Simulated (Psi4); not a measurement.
# O2F (SMILES [O]OF) at UMN15/aug-cc-pVTZ (sweep point 11)

Aim: the energy change on altering one bond length of O2F at UMN15/aug-cc-pVTZ (sweep point 11), from 2 runs. 

The results are computed with Psi4 1.11.

1 further run of the same task is left out (it didn't finish).

### 1 The system as given

The species is O2F (3 atoms), meant as a doublet with charge 0. SMILES: `[O]OF`. The coordinates come from a GFN2-xTB relaxation.

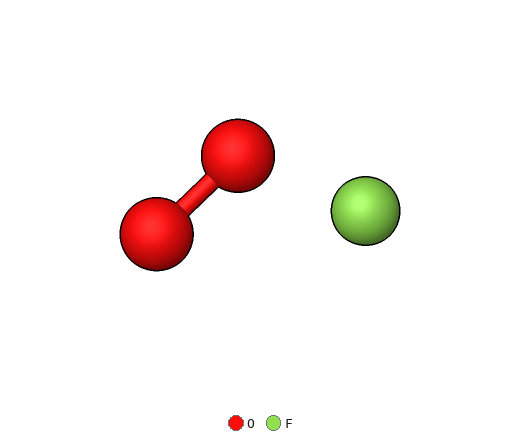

The structure, seen from a chosen angle (oxygen red, fluorine green).

### 2 The energy at UMN15/aug-cc-pVTZ (sweep point 11)

Input file fo2.in:

```
memory 1600 MB

molecule mol {
  0 2
  O      0.949760    -0.292600     0.491570
  O      0.124690     0.486900     0.122000
  F     -1.074440    -0.194290    -0.613560
  units angstrom
  symmetry c1
}

set globals {
  basis aug-cc-pVTZ
  reference uks
  puream true
  scf_type pk
  dft_radial_points 99
  dft_spherical_points 590
  maxiter 150
}

e, wfn = energy('mn15', return_wfn=True)
```

Started as:

```sh
$ psi4 -i fo2.in -o fo2.out -n 1
```

fo2.out, shortened:

```text
[...]
  Running in c1 symmetry.
[...]
  Nuclear repulsion =   69.253937683562086
[...]
  Multiplicity = 2
[...]
  Nalpha       = 13
  Nbeta        = 12
[...]
    Number of basis functions: 138
[...]
   @UKS iter   1:  -249.83470195716799   -3.97980e-01   3.87732e-03 ADIIS/DIIS
[...]
   @UKS iter  13:  -249.92685156507181   -3.19641e-08   3.03969e-07 DIIS
[...]
   @S^2 Observed:                7.793613533E-01
[...]
    Orbital Energies [Eh]
    ---------------------
    Alpha Occupied:
       1A    -24.309010     2A    -19.099700     3A    -19.014888
       4A     -1.418451     5A     -1.200259     6A     -0.905938
       7A     -0.679472     8A     -0.670681     9A     -0.655674
      10A     -0.480970    11A     -0.468255    12A     -0.428418
      13A     -0.387393
    Alpha Virtual:
      14A     -0.109372    15A      0.096660    16A      0.108027
      17A      0.123150    18A      0.137143    19A      0.187458
      20A      0.192475    21A      0.194702    22A      0.231841
      23A      0.233561    24A      0.236554    25A      0.281473
[...]
  @UKS Final Energy:  -249.92685156507181
   => Energetics <=
    Nuclear Repulsion Energy =             69.2539376835620857
    One-Electron Energy =                -482.9257994598672212
    Two-Electron Energy =                 179.3613842744830720
    DFT Exchange-Correlation Energy =     -15.6163740632497401
    Empirical Dispersion Energy =           0.0000000000000000
    VV10 Nonlocal Energy =                  0.0000000000000000
    Total Energy =                       -249.9268515650718143
[...]
 Multipole Moments:
 ------------------------------------------------------------------------------------
     Multipole            Electronic (a.u.)      Nuclear  (a.u.)        Total (a.u.)
 ------------------------------------------------------------------------------------
 L = 1.  Multiply by 2.5417464519 to convert [e a0] to [Debye]
 Dipole X            :         -0.5580461            1.1049693            0.5469233
 Dipole Y            :          0.0437272            0.1743288            0.2180560
 Dipole Z            :         -0.0000000            0.0000000           -0.0000000
 Magnitude           :                                                    0.5887898
[...]
```

Run time: 45 s. Hardware: 1 thread of Intel Xeon Platinum 8488C (Sapphire Rapids), shared host; peak memory 1 GiB.

### 3 The distorted shape, same level

Input file calc.dat:

```
memory 1.6 GB

molecule mol {
  0 2
  O      1.362320    -0.682373     0.676366
  O      0.124690     0.486900     0.122000
  F     -1.074440    -0.194290    -0.613560
  symmetry c1
}

set {
  basis aug-cc-pVTZ
  reference uks
  puream true
  scf_type pk
  dft_radial_points 99
  dft_spherical_points 590
  maxiter 150
}

result, w = energy("mn15", return_wfn=True)
```

Started as:

```sh
$ psi4 -i calc.dat -o calc.out -n 1
```

calc.out, shortened:

```text
[...]
  Running in c1 symmetry.
[...]
  Nuclear repulsion =   56.898057474478222
[...]
  Multiplicity = 2
[...]
  Nalpha       = 13
  Nbeta        = 12
[...]
    Number of basis functions: 138
[...]
   @UKS iter   1:  -249.56083836825431   -8.31022e-01   5.37832e-03 ADIIS/DIIS
[...]
   @UKS iter  20:  -249.80521941526325   -9.83850e-08   9.84520e-07 DIIS
[...]
   @S^2 Observed:                1.105505493E+00
[...]
    Orbital Energies [Eh]
    ---------------------
    Alpha Occupied:
       1A    -24.365401     2A    -19.042142     3A    -19.014620
       4A     -1.266670     5A     -1.102177     6A     -0.981430
       7A     -0.588930     8A     -0.554629     9A     -0.541895
      10A     -0.519659    11A     -0.484078    12A     -0.470583
      13A     -0.424616
    Alpha Virtual:
      14A     -0.166307    15A     -0.105081    16A      0.106437
      17A      0.114144    18A      0.131297    19A      0.142287
      20A      0.180283    21A      0.192622    22A      0.195116
      23A      0.232905    24A      0.233615    25A      0.268645
[...]
  @UKS Final Energy:  -249.80521941526325
   => Energetics <=
    Nuclear Repulsion Energy =             56.8980574744782217
    One-Electron Energy =                -458.8260161364605665
    Two-Electron Energy =                 167.6129727608573603
    DFT Exchange-Correlation Energy =     -15.4902335141382679
    Empirical Dispersion Energy =           0.0000000000000000
    VV10 Nonlocal Energy =                  0.0000000000000000
    Total Energy =                       -249.8052194152632524
[...]
 Multipole Moments:
 ------------------------------------------------------------------------------------
     Multipole            Electronic (a.u.)      Nuclear  (a.u.)        Total (a.u.)
 ------------------------------------------------------------------------------------
 L = 1.  Multiply by 2.5417464519 to convert [e a0] to [Debye]
 Dipole X            :         -0.9205832            1.2390953            0.3185121
 Dipole Y            :         -0.0214135            0.0577548            0.0363413
 Dipole Z            :         -0.0000000            0.0000000           -0.0000000
 Magnitude           :                                                    0.3205786
[...]
```

Run time: 62 s. Hardware: 1 thread of Intel Xeon Platinum 8488C (Sapphire Rapids), shared host; peak memory 1 GiB.

### 4 Summary of results

Level: UMN15/aug-cc-pVTZ (sweep point 11).

```
                                                         quantity          value
                                        first shape: total energy  -249.92685 Eh
                                       first shape: dipole moment         1.50 D
                  first shape: HOMO energy (highest over α and β)      -10.54 eV
                   first shape: LUMO energy (lowest over α and β)       -3.65 eV
                                                first shape: ⟨S²⟩          0.779
                                    distorted shape: total energy  -249.80522 Eh
                                   distorted shape: dipole moment         0.81 D
              distorted shape: HOMO energy (highest over α and β)      -11.44 eV
               distorted shape: LUMO energy (lowest over α and β)       -4.53 eV
                                            distorted shape: ⟨S²⟩          1.106
energy change with the O1–O2 bond stretched from 1.194 to 1.791 Å       3.310 eV
```

In words: With the O1–O2 bond stretched from 1.194 to 1.791 Å the energy rises by 3.31 eV (319 kJ/mol). The first shape isn't relaxed at this level, so the change isn't measured from a minimum. ⟨S²⟩ (distorted shape) is 1.11 where a pure doublet has 0.75: the reference is spin-contaminated.
